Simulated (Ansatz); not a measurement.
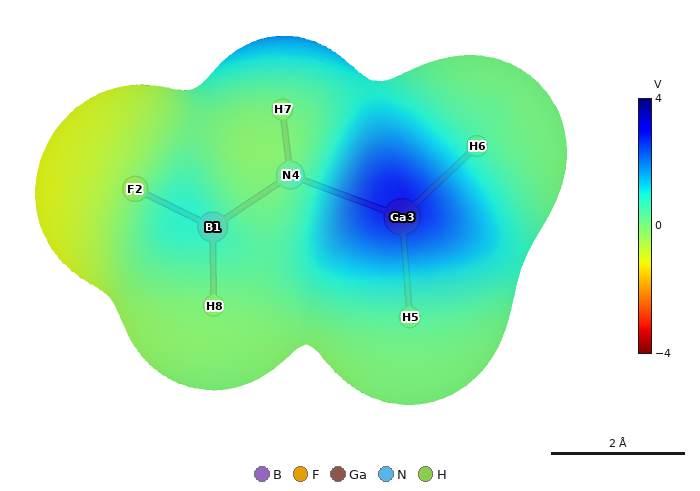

*BFGaH₄N. The molecular electrostatic potential painted on the density surface at 0.002 e/bohr³, seen at a tilt; red is negative and blue positive.*

Geometry: r2SCAN-D4/def2-SVP.

Method: Ansatz, isolated molecule in a Gaussian basis; Kohn-Sham density functional theory, functional PBE0.

```xyz
8

B    -0.4897   -1.3043    0.1050
F    -0.8031   -2.2777    0.9716
Ga    0.4899    1.3682   -0.4711
N     0.0099   -0.0748    0.5800
H     0.3208    1.1901   -2.0027
H     1.0151    2.6141    0.2993
H     0.1054    0.0001    1.5932
H    -0.6482   -1.5156   -1.0753
```

Describe the electrostatic potential map.

The most negative region (about −1.1 V) lies over F2, the most positive (about +3.0 V) over Ga3.
